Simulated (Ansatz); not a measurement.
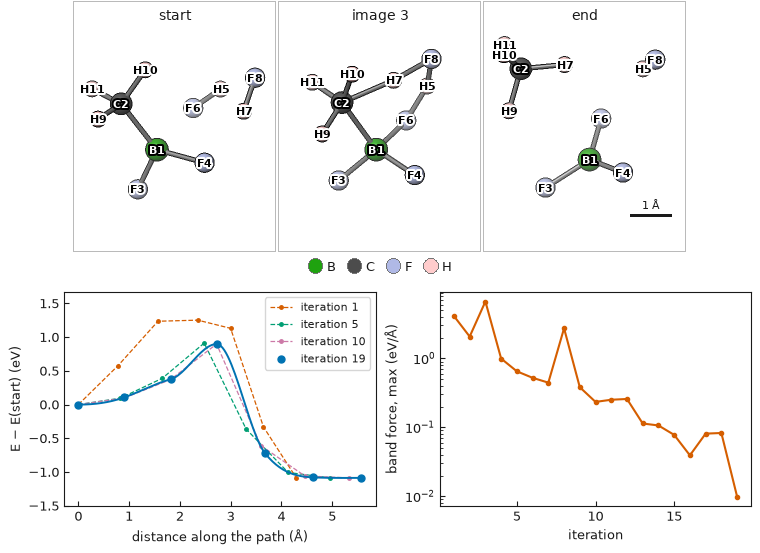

A nudged-elastic-band calculation for CH5BF4. Images are numbered from 0 (start) to 6 (end). The plot follows the band through its iterations. The picture is a ball-and-stick view, seen at a tilt.

Computed with RKS r2SCAN/6-31G* in Ansatz 0.2.0. Settings: 5 movable images; climbing image; force threshold 0.03 eV/Å; iteration limit 60; starting path through a guess of the saddle point.

Did the band converge, and can the barrier be trusted?

The run is converged, with reservations. The band converged in 19 iterations. The largest component of the band force went from 4.1 to 0.0099 eV/Å. The climbing image converged on the top of the path. Its curvatures weren't checked. The first iteration put the highest image at 1.25 eV. Forward barrier 0.90 eV, backward barrier 1.98 eV, with image 3 at the top; the reaction energy is −1.09 eV.

Cost: 3 min on 2 threads of Intel(R) Xeon(R) Platinum 8488C (Sapphire Rapids), on a shared host, peak memory 0.18 GiB.
